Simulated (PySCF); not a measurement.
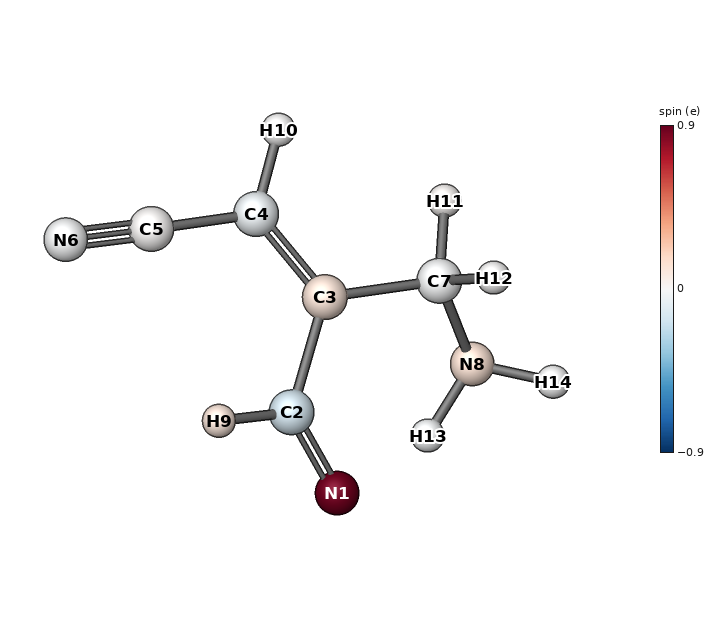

Atoms are coloured by their Mulliken spin populations. The species is neutral and a spin doublet. The geometry was computed by an optimisation with GFN2-xTB. No frequency run is at hand to confirm it as a minimum. Properties computed with UKS B3LYP, pcH-1 on C H N, non-relativistic (PySCF 2.14.0).

List the Mulliken spin populations.

```
atom  value (e)
  N1       0.87
  C2      −0.15
  C3       0.11
  C4      −0.04
  C5       0.01
  N6      −0.01
  C7      −0.01
  N8       0.13
  H9       0.10
 H10       0.01
 H11       0.02
 H12       0.00
 H13      −0.02
 H14       0.00
```

Mulliken values depend strongly on the basis set.
